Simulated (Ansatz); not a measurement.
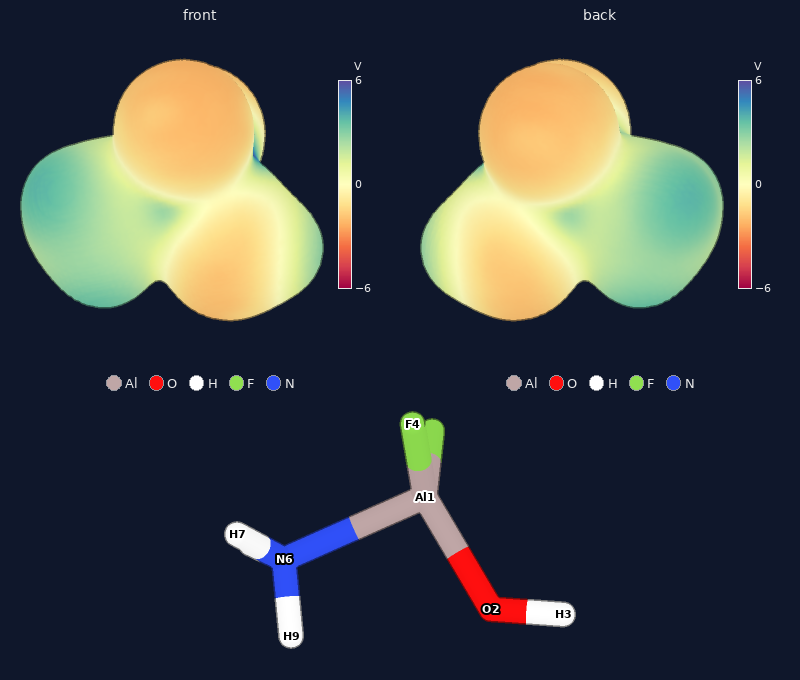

Figure. AlF2H4NO. The electrostatic potential painted on the density surface at 0.004 e/bohr³, seen from the front and from behind; red is negative and blue positive. The bare structure is drawn below in the same view.

The calculation used RHF/6-31G* (Ansatz 0.2.0).

Input file:

```
crystal:
  periodic: [false, false, false]
  atoms:
    - { symbol: Al, position_ang: [-0.002836, -0.387513, 0.002283] }
    - { symbol: O, position_ang: [-0.212892, -0.321308, 1.728363] }
    - { symbol: H, position_ang: [-1.062488, -0.520852, 2.09474] }
    - { symbol: F, position_ang: [1.478669, -0.625288, -0.622739] }
    - { symbol: F, position_ang: [-1.305326, -0.481488, -0.970954] }
    - { symbol: "N", position_ang: [0.162226, 2.53942, 0.997122] }
    - { symbol: H, position_ang: [0.990173, 3.092612, 1.120621] }
    - { symbol: H, position_ang: [-0.632549, 3.149572, 1.007769] }
    - { symbol: H, position_ang: [0.082423, 1.880346, 1.782095] }
basis:
  gaussian: { orbitals: "6-31G*" }
hamiltonian:
  xc: hf
relax:
  f_tol: 0.03
  max_steps: 50
output:
  orbitals: {}
```

Command:

```sh
ansatz run input.yaml --threads 1 --pin off --max-ram 2048MiB --backend cpu --events-out ev --progress --plain --runs-dir out
```

The fields are those of the run's last geometry, not of the input's.

> Where is the surface potential most negative and most positive?

The most negative region (about −2.2 V) lies over F4 and F5, the most positive (about +5.3 V) over Al1.
